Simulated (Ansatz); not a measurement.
A computed series for CuAu: response to strain

Start from CuAu (space group P4/mmm, No. 123; a = 2.8694 Å, c = 3.6452 Å; relaxed with 0.1 eV smearing).

Strains are applied to the cell and any free atomic positions relax.

Level of theory: PBE/PAW in Ansatz (a program for electronic structure), no spin-orbit coupling.

Notes on the quantities. energy relative to the base: free energy F.

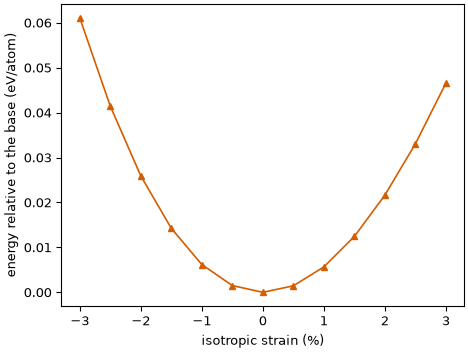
Figure. Energy relative to the base against isotropic strain

| isotropic strain (%) | energy relative to the base |
|---|---|
| -3 | +61 meV/atom |
| -2.5 | +41 meV/atom |
| -2 | +26 meV/atom |
| -1.5 | +14 meV/atom |
| -1 | +6.2 meV/atom |
| -0.5 | +1.5 meV/atom |
| 0.5 | +1.4 meV/atom |
| 1 | +5.7 meV/atom |
| 1.5 | +12 meV/atom |
| 2 | +22 meV/atom |
| 2.5 | +33 meV/atom |
| 3 | +47 meV/atom |

Stability against distortions was not tested. The final runs are not spin-polarised.
